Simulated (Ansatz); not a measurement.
```xyz
8

O    -0.0693   -0.2553   -1.8613
H    -0.9408   -0.1454   -2.2485
H     0.2637    0.6368   -1.7285
Si    0.1358   -0.0954    1.1693
F     0.5647    1.2755    0.4404
H     0.3123    0.1444    2.6239
H     1.0226   -1.1887    0.7222
H    -1.2889   -0.3720    0.8825
```

Geometry: PBE0-D4/def2-TZVP.

Computed with RKS PBE0-D4/def2-TZVPPD (Ansatz 0.2.0).

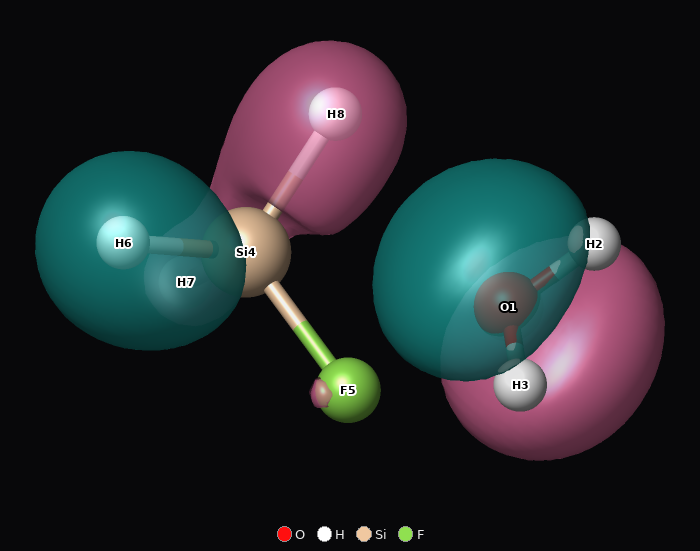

H₂O···FH₃Si (SMILES O.[SiH3]F). One frontier orbital at ±0.1 Å⁻³ᐟ² (teal and pink are the two phases), seen at a tilt.

> Which orbital is it: HOMO or LUMO?

The HOMO, at −9.12 eV. By Hirshfeld shares it lies mainly on O1 (about 65 %), Si4 (about 10 %) and H6 (about 10 %).
